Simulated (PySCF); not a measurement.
## A study: HS, doublet, SMILES `[SH]`

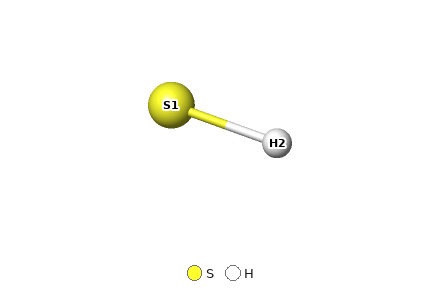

The molecule, with its atoms numbered as below. No frequency check shows the geometry to be a minimum.

Geometry (Å), atoms numbered from 1:

```
S1       0.0783    0.0000    0.0000
H2      -1.2523    0.0000    0.0000
```

## 1. Bonding charge

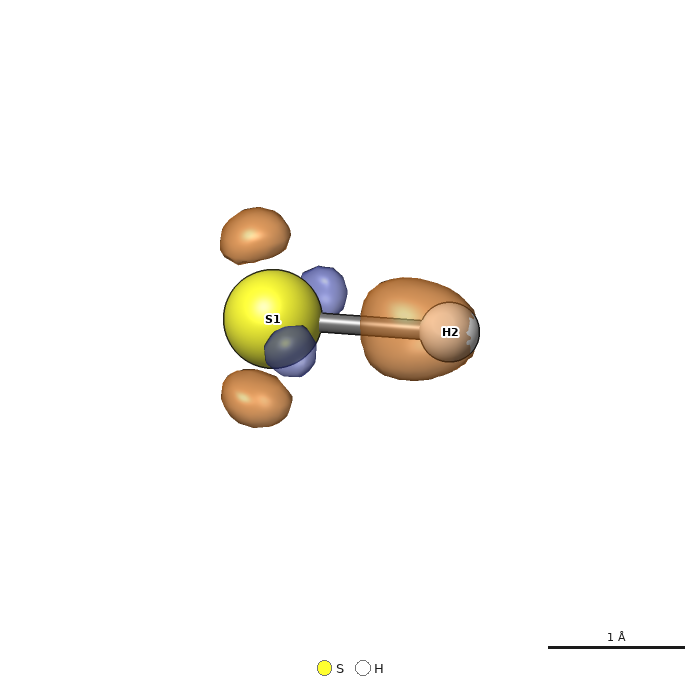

Deformation density (molecule less spherical, spin-averaged free atoms at the same positions), surfaces at ±0.18 e/Å³; orange: gain, blue: loss.

Level of theory: r2SCAN/6-31+G* (PySCF), at a geometry from GFN2-xTB. The stability of the open-shell solution wasn't checked. GFN2-xTB doesn't know the spin state, so this open-shell geometry is rough.

Question: Describe the bonding that the map shows.

Answer: S1–H2: +0.37 e/Å³ at the bond critical point (bond length 1.33 Å). In all, 0.5 electrons gather in the regions of gain relative to the promolecule.

## 2. Bond critical points

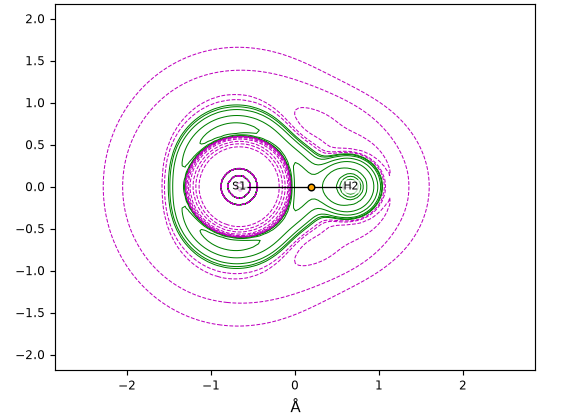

Negative Laplacian of the density (−∇²ρ) in a plane that holds the bond (solid green lines positive, dashed magenta lines negative, contours at ±0.02 to ±8 a.u.), with bond paths and bond critical points (dots).

Question: At which bond critical points in this plane is charge locally concentrated, and at which depleted?

Answer: Concentrated (∇²ρ < 0): S1–H2 (−0.52 a.u.). At none is it depleted.

Question: Where along S1–H2 does the critical point lie?

Answer: 0.86 Å from S1 and 0.47 Å from H2.

## 3. Local ionisation energy

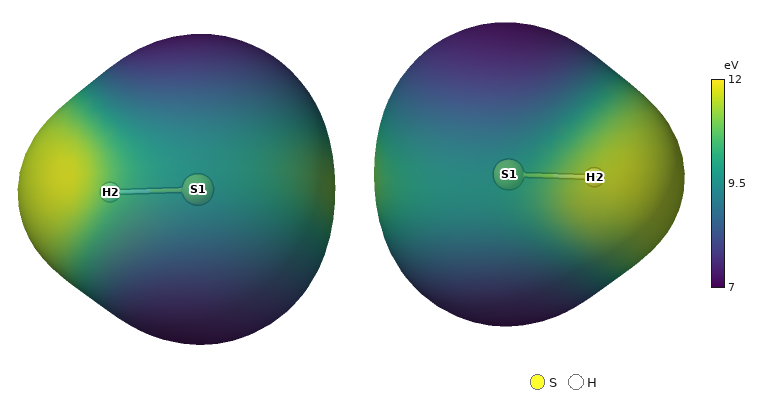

Average local ionisation energy on the surface of electron density 0.001 a.u. (back view left, front view right).

Question: Locate the minima of the map.

Answer: The lowest value is 7.2 eV, 2.3 Å from S1, and at like points elsewhere. For comparison, the highest occupied orbital lies at −6.4 eV.

## 4. Spin density

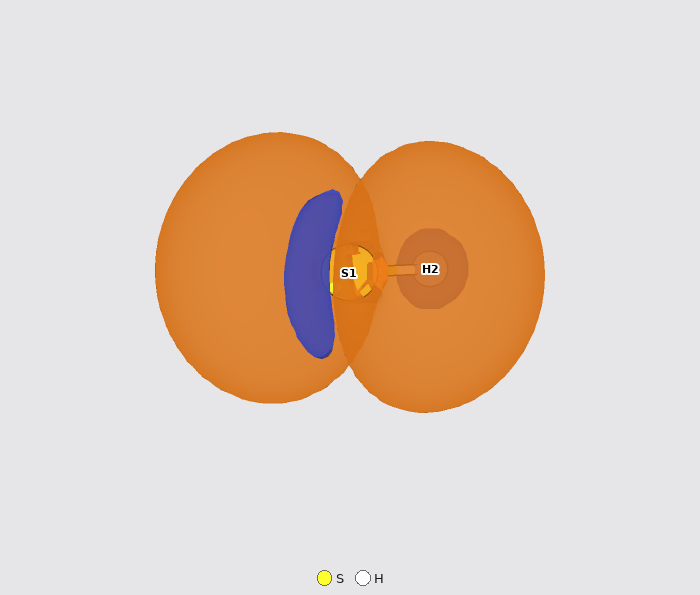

Spin density ρα − ρβ at ±0.02 e/Å³ (orange: excess α, blue: excess β).

Question: Where is the unpaired spin?

Answer: Hirshfeld spin populations: S1 +0.97. ⟨S²⟩ = 0.75, as for a pure state. The picture also shows regions of β spin from spin polarisation; the Hirshfeld sums, whose atoms overlap, net them against the α spin of neighbours. The density isn't cylindrical: this is one component of a degenerate Π or Δ state.

## 5. In an electric field

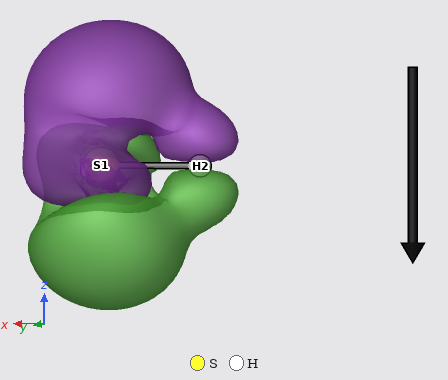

Change of the electron density in a uniform field of 0.10 V/Å along −z (arrow), surfaces at ±0.0003 e/Å³ (purple: gain, green: loss).

Computed with PySCF, ωB97X/6-311+G**, geometry: GFN2-xTB. The basis has diffuse s and p functions alone, which still leaves polarisabilities too small, most of all across bonds. The stability of the open-shell solution wasn't checked. GFN2-xTB doesn't know the spin state, so this open-shell geometry is rough.

Question: What dipole is induced, and what polarisability does it imply?

Answer: The induced dipole is 0.07 D (along the field); α along this axis, from the fields in both directions, is 13 bohr³ (2.0 Å³).

Question: Which atoms gain and lose the most charge?

Answer: Hardly any: no atom's Hirshfeld charge changes by as much as 0.002 e. The density shifts from one side of each atom to the other; 0.007 electrons are displaced in all.

The PySCF runs shown took 3.5 s and 4.6 s on 1 thread of Intel(R) Xeon(R) Platinum 8375C CPU @ 2.90GHz (Ice Lake) (shared host).
